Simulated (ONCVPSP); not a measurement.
# Pseudopotential generation, with input and output: Rh

- system: rhodium (Rh, Z = 45), core [Ar] 3d10, reference valence 4s2 4p6 4d8 (an ion of charge +1), valence charge 17.
- method: ONCV potential, LDA (Perdew-Wang 92), scalar-relativistic, made with ONCVPSP 4.0.1

**Results in brief**

- outcome: generated
- cutoffs needed: 84 Ha and 131 Ha (the cutoffs at which the residual kinetic energy of the hardest occupied pseudo-wave falls to 1 and 0.1 mHa per electron)
- ghost test: no bound ghost flagged; no localised positive-energy state flagged
- largest excitation error: +280 meV (all-electron minus pseudo) for 4s2 4p6 4d8 5s1, out of 4 test configurations
- rms error of d²Exc/dni dnj: 4.52 mHa without and 1.52 mHa with the model core
- range over which the phases arctan(r R′/R) at the test radius agree within 0.05 rad (a looser test near the poles than one of phase shifts): s: up to about -0.0 Ha; p: over the whole range computed; d: over the whole range computed; f: not judged, local potential alone
- hardware: 1 CPU thread, shared host
- wall time: 6.1 s

**Remarks**

Warnings of the program, in the generation or the tests: wellstate: negative energy specified for n= 5 l= 1.

**The input**
```
# ATOM AND REFERENCE CONFIGURATION
# atsym  z   nc   nv     iexc    psfile
  Rh 45.00    6    3  -001012      upf
#
#   n    l    f
    1    0    2.00
    2    0    2.00
    2    1    6.00
    3    0    2.00
    3    1    6.00
    3    2   10.00
    4    0    2.00
    4    1    6.00
    4    2    8.00
#
# PSEUDOPOTENTIAL AND OPTIMIZATION
# lmax
    2
#
#   l,   rc,      ep,       ncon, nbas, qcut
    0    1.40    0.00    4    7    9.30
    1    1.50    0.00    4    9    9.30
    2    1.40    0.00    3    7    5.80
#
# LOCAL POTENTIAL
# lloc, lpopt,  rc(5),   dvloc0
    0    5    1.40    0.00
#
# VANDERBILT-KLEINMAN-BYLANDER PROJECTORs
# l, nproj, debl
    0    0    3.50
    1    2    1.00
    2    2    1.90
#
# MODEL CORE CHARGE
# icmod, fcfact, rcfact
    3    4.50    1.55
#
# LOG DERIVATIVE ANALYSIS
# epsh1, epsh2, depsh
   -5.00    5.00    0.04
#
# OUTPUT GRID
# rlmax, drl
    6.00    0.01
#
# TEST CONFIGURATIONS
# ncnf
    4
# nvcnf
#   n    l    f
    4
    4    0    2.00
    4    1    6.00
    4    2    8.00
    5    0    1.00
#
    3
    4    0    2.00
    4    1    6.00
    4    2    7.00
#
    3
    4    0    2.00
    4    1    6.00
    4    2    6.00
#
    4
    4    0    2.00
    4    1    6.00
    4    2    8.00
    5    0    0.50
#
```

Run as:
```bash
oncvpsp.x < Rh.dat > Rh.out
```

**The program's output (extracts)**
```
ONCVPSP  (Optimized Norm-Conservinng Vanderbilt PSeudopotential)
scalar-relativistic version 4.0.1

#   n    l    f        energy (Ha)
    1    0    2.00    -8.4585150E+02
    2    0    2.00    -1.2289772E+02
    2    1    6.00    -1.1024684E+02
    3    0    2.00    -2.2173589E+01
    3    1    6.00    -1.8014549E+01
    3    2   10.00    -1.1342223E+01
    4    0    2.00    -3.3187328E+00
    4    1    6.00    -2.1430878E+00
    4    2    8.00    -5.0893398E-01

Reference configufation results
  iterations    26
  all-electron total energy (Ha)   -4.77921554D+03

Begin loop to  construct optimized pseudo wave functions
and semi-local pseudopoentials for all angular momenta

Calculating optimized projector #   1

 for l=   0

    Fraction of norm inside rc  0.891760
    Optimizing pswf for qcut=   9.29 a_B^-1,  ecut=  43.16 Ha
    Residual kinetic energy error=  1.21D-06 Ha

    Energy error per electron        Cutoff
         Ha          eV             Ha
         0.01000     0.27211       24.29
         0.00100     0.02721       30.55
         0.00010     0.00272       35.53
         0.00001     0.00027       39.37

WARNING wellstate: negative energy specified for n= 5 l=  1
WARNING scattering state with energy  0.25000000
WARNING will be used for the first projector

   Wellstate for l =  1  n =  6
     eigenvalue =   0.2500
     asymptotic potential =   0.7500
     half-point radius =  6.8268

Calculating optimized projector #   1

 for l=   1

    Fraction of norm inside rc  0.860615
    Optimizing pswf for qcut=   9.31 a_B^-1,  ecut=  43.36 Ha
    Residual kinetic energy error=  6.23D-07 Ha

    Energy error per electron        Cutoff
         Ha          eV             Ha
         0.01000     0.27211       12.09
         0.00100     0.02721       25.78
         0.00010     0.00272       33.09
         0.00001     0.00027       37.97

Calculating optimized projector #   2

 for l=   1

    Fraction of norm inside rc  0.027807
    Optimizing pswf for qcut=   9.31 a_B^-1,  ecut=  43.36 Ha
    Residual kinetic energy error=  3.26D-07 Ha

    Energy error per electron        Cutoff
         Ha          eV             Ha
         0.01000     0.27211        9.02
         0.00100     0.02721       13.32
         0.00010     0.00272       28.95
         0.00001     0.00027       36.02

   Wellstate for l =  2  n =  6
     eigenvalue =   1.3911
     asymptotic potential =   1.8911
     half-point radius =  4.1381

Calculating optimized projector #   1

 for l=   2

    Fraction of norm inside rc  0.497035
    Optimizing pswf for qcut=   5.81 a_B^-1,  ecut=  16.86 Ha
    Residual kinetic energy error=  1.56D-02 Ha

    Energy error per electron        Cutoff
         Ha          eV             Ha
         0.01000     0.27211       18.30
         0.00100     0.02721       84.42
         0.00010     0.00272      131.29

Calculating optimized projector #   2

 for l=   2

    Fraction of norm inside rc  0.070853
    Optimizing pswf for qcut=   5.81 a_B^-1,  ecut=  16.86 Ha
    Residual kinetic energy error=  9.66D-03 Ha

    Energy error per electron        Cutoff
         Ha          eV             Ha
         0.01000     0.27211       16.66
         0.00100     0.02721       23.75
         0.00010     0.00272       66.06
         0.00001     0.00027      164.29

Construct Vanderbilt / Kleinmman-Bylander projectors

B matrix Hermiticity error, ll=   1
   1   2   -1.9899E-04

  Orthonormal projector coefficients -8.5870E+00  1.3858E+00

B matrix Hermiticity error, ll=   2
   1   2   -1.7412E-04

  Orthonormal projector coefficients  1.3381E+01 -3.3926E+00

Model core correction analysis
  based on d2Exc/dn_idn_j

d2excae - all-electron derivatives

   -3.104331D-02   -2.812636D-02   -1.751004D-02
   -2.812648D-02   -2.656252D-02   -1.835688D-02
   -1.751022D-02   -1.835697D-02   -1.841501D-02

d2excps - pseudofunction derivatives with no core correction

   -3.897711D-02   -3.438954D-02   -1.982598D-02
   -3.438992D-02   -3.135248D-02   -2.025451D-02
   -1.982633D-02   -2.025466D-02   -1.978867D-02

rms 2nd derivative error    4.523571E-03

rmatch, rhocmatch    0.6620   18.9917

Teter function model core charge with specified parameters

d2excps - pseudofunction derivatives with core correction

   -2.859123D-02   -2.604061D-02   -1.671657D-02
   -2.604067D-02   -2.460459D-02   -1.767361D-02
   -1.671664D-02   -1.767362D-02   -1.859329D-02

rms 2nd derivative error    1.519211E-03

Pseudoatom total energy -110.628346

Diagnostic tests using Vanderbilt-Kleinman-Bylander pseudopotentials
  1 or more projectors used as specified by nproj input data

   l    rcore       rmatch      e in        delta e   norm test  slope test

   0   1.4066681   1.4493775  -3.3187328  -0.0000021   0.9999977   0.9999989

   1   1.5023441   1.5479585  -2.1430878  -0.0000055   1.0001650   1.0001769
   1   1.5023441   1.5479585   0.2500000   0.0000236   1.0003193   1.0003193

   2   1.4066681   1.4493775  -0.5089340  -0.0002072   1.0000383   0.9992930
   2   1.4066681   1.4493775   1.3910660  -0.0000784   1.0001113   1.0001113

 Testing for bound ghosts
   n   l    E NL Schr. Eq   E Basis Diag.   E Cutoff

   2   1       -2.143093       -2.143050    175.52

   3   2       -0.509141       -0.499963    130.15

 Testing for highly-localized positive-energy ghosts
       l    <radius>/rc     E Basis Diag.   E Cutoff

Test configuration 0

   n   l     f        eae           eps        diff
   1   0  2.0000 -845.85150138
   2   0  2.0000 -122.89772208
   2   1  6.0000 -110.24684099
   3   0  2.0000  -22.17358887
   3   1  6.0000  -18.01454881
   3   2 10.0000  -11.34222270
   4   0  2.0000   -3.31873279   -3.31873487   -2.08D-06
   4   1  6.0000   -2.14308780   -2.14309333   -5.53D-06
   4   2  8.0000   -0.50893398   -0.50914120   -2.07D-04

    Total energies and differences
      AE_ref= -4.77921554D+03  AE_tst= -4.77921554D+03  dif=  0.00D+00
      PS_ref= -1.10628346D+02  PS_tst= -1.10628346D+02  dif= -9.95D-14
      PSP excitation error=  9.95D-14

Test configuration 1

   n   l     f        eae           eps        diff
   1   0  2.0000 -845.56733205
   2   0  2.0000 -122.61768383
   2   1  6.0000 -109.96653623
   3   0  2.0000  -21.89212187
   3   1  6.0000  -17.73309487
   3   2 10.0000  -11.06114535
   4   0  2.0000   -3.03377162   -3.02712717    6.64D-03
   4   1  6.0000   -1.85702378   -1.85076891    6.25D-03
   4   2  8.0000   -0.22586242   -0.22099796    4.86D-03
   5   0  1.0000   -0.16851505   -0.17574573   -7.23D-03

    Total energies and differences
      AE_ref= -4.77921554D+03  AE_tst= -4.77950158D+03  dif= -2.86D-01
      PS_ref= -1.10628346D+02  PS_tst= -1.10924660D+02  dif= -2.96D-01
      PSP excitation error=  1.03D-02

Test configuration 2

   n   l     f        eae           eps        diff
   1   0  2.0000 -846.34807668
   2   0  2.0000 -123.39848020
   2   1  6.0000 -110.74725753
   3   0  2.0000  -22.67192418
   3   1  6.0000  -18.51287741
   3   2 10.0000  -11.84105469
   4   0  2.0000   -3.80506682   -3.80462132    4.46D-04
   4   1  6.0000   -2.62337330   -2.62318741    1.86D-04
   4   2  7.0000   -0.95508452   -0.95528076   -1.96D-04

    Total energies and differences
      AE_ref= -4.77921554D+03  AE_tst= -4.77848908D+03  dif=  7.26D-01
      PS_ref= -1.10628346D+02  PS_tst= -1.09901623D+02  dif=  7.27D-01
      PSP excitation error= -2.65D-04

Test configuration 3

   n   l     f        eae           eps        diff
   1   0  2.0000 -846.92495541
   2   0  2.0000 -123.98146641
   2   1  6.0000 -111.32983550
   3   0  2.0000  -23.24865257
   3   1  6.0000  -19.08959326
   3   2 10.0000  -12.41878232
   4   0  2.0000   -4.35771842   -4.35629500    1.42D-03
   4   1  6.0000   -3.16706077   -3.16631734    7.43D-04
   4   2  6.0000   -1.46013816   -1.45982317    3.15D-04

    Total energies and differences
      AE_ref= -4.77921554D+03  AE_tst= -4.77728596D+03  dif=  1.93D+00
      PS_ref= -1.10628346D+02  PS_tst= -1.08698399D+02  dif=  1.93D+00
      PSP excitation error= -3.70D-04

Test configuration 4

   n   l     f        eae           eps        diff
   1   0  2.0000 -845.70330139
   2   0  2.0000 -122.75182065
   2   1  6.0000 -110.10079136
   3   0  2.0000  -22.02693177
   3   1  6.0000  -17.86789925
   3   2 10.0000  -11.19577837
   4   0  2.0000   -3.17030013   -3.16671872    3.58D-03
   4   1  6.0000   -1.99411069   -1.99075986    3.35D-03
   4   2  8.0000   -0.36189674   -0.35943153    2.47D-03
   5   0  0.5000   -0.28493798   -0.29508483   -1.01D-02

    Total energies and differences
      AE_ref= -4.77921554D+03  AE_tst= -4.77938860D+03  dif= -1.73D-01
      PS_ref= -1.10628346D+02  PS_tst= -1.10807325D+02  dif= -1.79D-01
      PSP excitation error=  5.92D-03
```

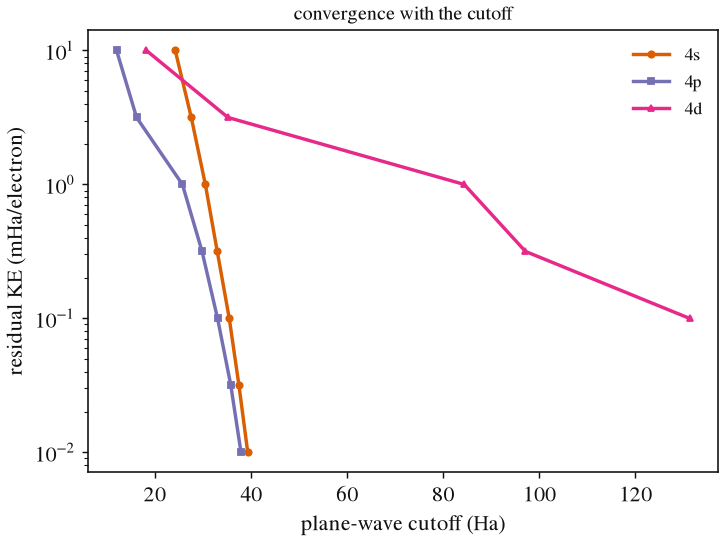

Residual kinetic energy of the pseudo-waves (the first of each channel, and further valence shells) beyond the plane-wave cutoff, as the generator prints it.

- Hardest wave at 1 mHa per electron: 4d, with rc = 1.40 bohr and qcut = 5.8 1/bohr. The optimisation minimises, but can't always remove, the kinetic energy above qcut²/2 = 16.8 Ha, and a larger rc would as a rule soften the wave at some cost in transferability.
- Cutoffs for 1 mHa per electron: 4d: 84 Ha; 4s: 31 Ha; 4p: 26 Ha.
- Cutoffs for the occupied states: 84 Ha for 1 mHa and 131 Ha for 0.1 mHa per electron. The first is set by 4d.

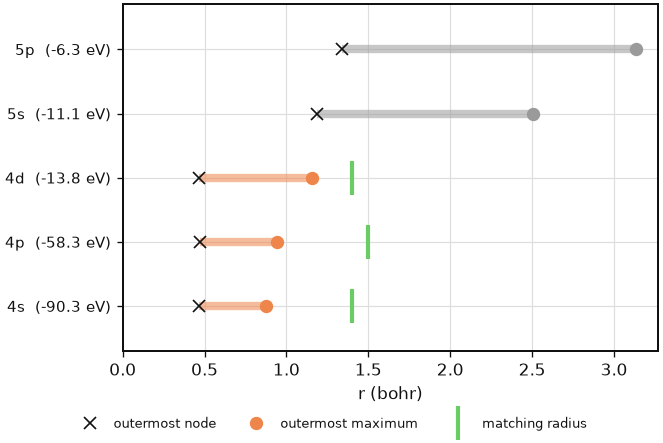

Outer shells of the all-electron reference atom: each bar runs from the outermost node (or the nucleus) to the outermost maximum of u(r); the tick is the radius chosen for the pseudo-wave. Shells without a tick have no pseudo-wave of their own. Levels, nodes and maxima are from ld1.x, scalar-relativistic.

- Radii against the shells: 4s: 1.40 bohr, outside the maximum; 4p: 1.50 bohr, outside the maximum; 4d: 1.40 bohr, outside the maximum.

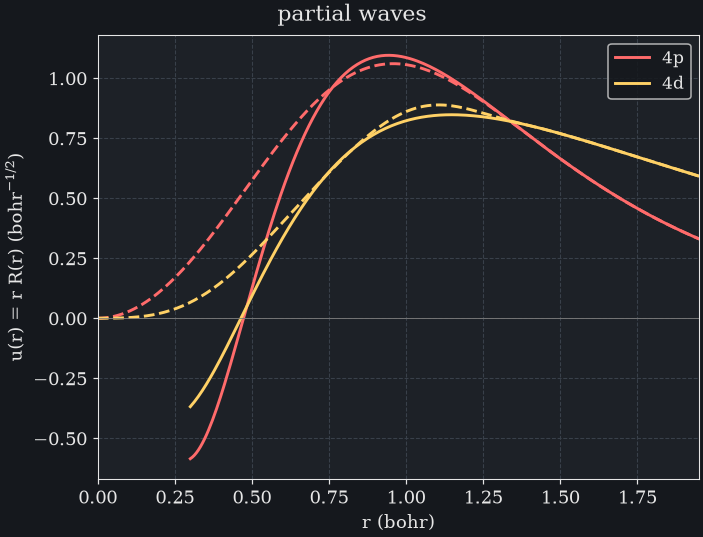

Pseudo-waves (dashed) against the all-electron radial functions (solid). The innermost oscillations of some all-electron curves aren't drawn. Reference configuration 4s2 4p6 4d8.

- Matching radii: 4p at 1.50 bohr; 4d at 1.40 bohr. The curves merge smoothly, so the plot gives these only roughly.
- Nodes of the pseudo-waves: 4p has no node; 4d has no node.

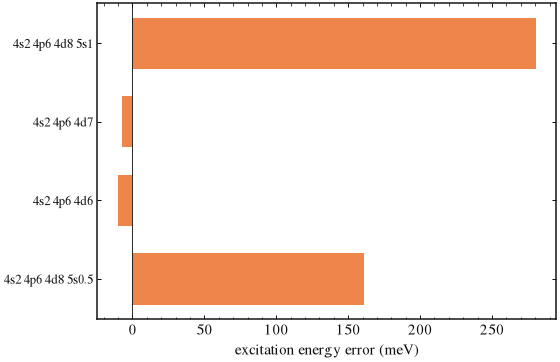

Errors, all-electron minus pseudo, of the energies of valence configurations relative to the unpolarised reference 4s2 4p6 4d8.

- Worst configuration: 4s2 4p6 4d8 5s1 (neutral): the error is +280 meV on an all-electron energy of -7.78 eV relative to the reference, or 3.6 %.
- Configurations within 10 meV and within 50 meV: 1 and 2 of 4.
- Errors in meV: 4s2 4p6 4d8 5s1: +280; 4s2 4p6 4d7: -7.2; 4s2 4p6 4d6: -10; 4s2 4p6 4d8 5s0.5: +161.
